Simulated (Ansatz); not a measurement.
# B3LYP/STO-3G run of BH3Cl− (SMILES [H][B-]([H])([H])Cl)

What is the energy change on altering one bond length of BH3Cl− at B3LYP/STO-3G? 

The calculation is run with Ansatz 0.2.0.

6 further runs of the same task are left out: 6 that didn't finish.

## (1) Starting point

The species is BH3Cl− (5 atoms), meant as a singlet with charge -1. SMILES: `[H][B-]([H])([H])Cl`. The coordinates come from a GFN2-xTB relaxation.

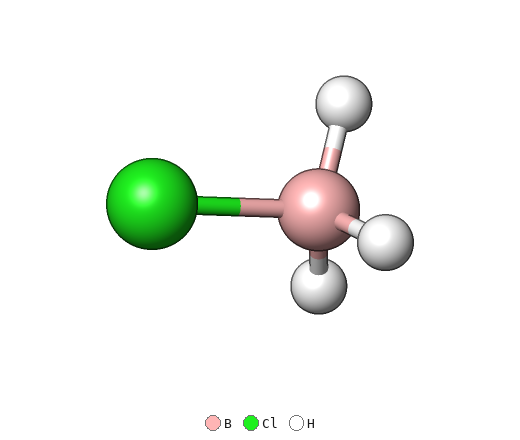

The structure, seen from a chosen angle (boron pink, chlorine green, hydrogen white).

## (2) The energy at B3LYP/STO-3G

The input, in.yaml:

```yaml
crystal:
  periodic: [false, false, false]
  atoms:
    - {symbol: B, position_ang: [-0.001280, 0.001630, -0.167010]}
    - {symbol: Cl, position_ang: [0.013600, -0.021140, 1.707330]}
    - {symbol: H, position_ang: [1.152300, 0.011380, -0.522240]}
    - {symbol: H, position_ang: [-0.586640, 1.005700, -0.497000]}
    - {symbol: H, position_ang: [-0.577980, -0.997580, -0.521080]}
basis:
  gaussian: {orbitals: STO-3G}
total_charge: -1
hamiltonian: {xc: {name: B3LYP}}
accuracy: high
```

Started as:

```
$ ansatz run in.yaml --threads 1 --pin off --max-ram 2610MiB --events-out events.jsonl --progress --plain --runs-dir runs
```

The program printed:

```text
Warning: RAYON_NUM_THREADS=1 ignored (pool sized by the plan → 1); use --threads N
Functional definition: B3LYP
  name "B3LYP"
  parameter a0 = 0.2
  parameter ax = 0.72
  parameter ac = 0.81
  exchange = (1 - a0 - ax)*slater_x + ax*b88_x + a0*exact_x
  correlation = (1 - ac)*vwn_rpa_c + ac*lyp_c
282 factors; integrals over basis functions are off by at most 2.4e-8 eV
mean field evaluation 1: about -13102.3534 eV, gradient 1.1e1 eV
mean field evaluation 2: about -13102.6320 eV, gradient 7.8e0 eV
mean field evaluation 4: about -13102.8336 eV, gradient 4.5e-2 eV
mean field evaluation 8: about -13102.8073 eV, gradient 3.2e-4 eV
mean field -13102.80727710 eV, -481.5192860318 hartree, gradient 2.8e-9 eV, S^2 0.000000; 0 other end points of the search recorded, 0 dependent functions left out
reference -13102.80730163 eV, -481.5192869330 hartree; 13, 13 occupied and 4, 4 virtual orbitals, 282 factors
Total energy: -13102.80730163 eV, -481.5192869330 hartree
```

Run time: 1.3 s. Hardware: 1 thread of Intel Xeon Platinum 8259CL at 2.50GHz (Skylake/Cascade Lake), shared host; peak memory 0.11 GiB.

## (3) The distorted shape at the same level

The input, input.yaml:

```yaml
crystal:
  periodic: [false, false, false]
  atoms:
    - {symbol: B, position_ang: [-0.289633, -0.000807, -0.078215]}
    - {symbol: Cl, position_ang: [-0.274753, -0.023577, 1.796125]}
    - {symbol: H, position_ang: [1.152300, 0.011380, -0.522240]}
    - {symbol: H, position_ang: [-0.874993, 1.003263, -0.408205]}
    - {symbol: H, position_ang: [-0.866333, -1.000017, -0.432285]}
basis:
  gaussian:
    orbitals: STO-3G
total_charge: -1
hamiltonian:
  xc: {name: B3LYP}
accuracy: high
```

Started as:

```
$ ansatz run input.yaml --threads 1 --pin off --max-ram 2610MiB --events-out events.jsonl --progress --plain --runs-dir runs
```

The program printed:

```text
Warning: RAYON_NUM_THREADS=1 ignored (pool sized by the plan → 1); use --threads N
Functional definition: B3LYP
  name "B3LYP"
  parameter a0 = 0.2
  parameter ax = 0.72
  parameter ac = 0.81
  exchange = (1 - a0 - ax)*slater_x + ax*b88_x + a0*exact_x
  correlation = (1 - ac)*vwn_rpa_c + ac*lyp_c
281 factors; integrals over basis functions are off by at most 3.3e-8 eV
mean field evaluation 1: about -13101.0855 eV, gradient 1.4e1 eV
mean field evaluation 2: about -13101.3064 eV, gradient 1.3e1 eV
mean field evaluation 4: about -13101.9092 eV, gradient 3.6e-1 eV
mean field evaluation 8: about -13101.8678 eV, gradient 7.7e-4 eV
mean field -13101.86778280 eV, -481.4847602528 hartree, gradient 1.1e-8 eV, S^2 0.000000; 0 other end points of the search recorded, 0 dependent functions left out
reference -13101.86780765 eV, -481.4847611662 hartree; 13, 13 occupied and 4, 4 virtual orbitals, 281 factors
Total energy: -13101.86780765 eV, -481.4847611662 hartree
```

Run time: 1.2 s. Hardware: 1 thread of Intel Xeon Platinum 8259CL at 2.50GHz (Skylake/Cascade Lake), shared host; peak memory 0.11 GiB.

## (4) Outcome

Level: B3LYP/STO-3G.

| quantity | value |
| --- | --- |
| first shape: total energy | -481.51929 Eh |
| distorted shape: total energy | -481.48476 Eh |
| energy change with the B1–H3 bond stretched from 1.207 to 1.509 Å | 0.939 eV |

What this shows: With the B1–H3 bond stretched from 1.207 to 1.509 Å the energy rises by 0.94 eV (21.7 kcal/mol). The first shape isn't relaxed at this level, so the change isn't measured from a minimum. The minimal basis adds a large error of its own.
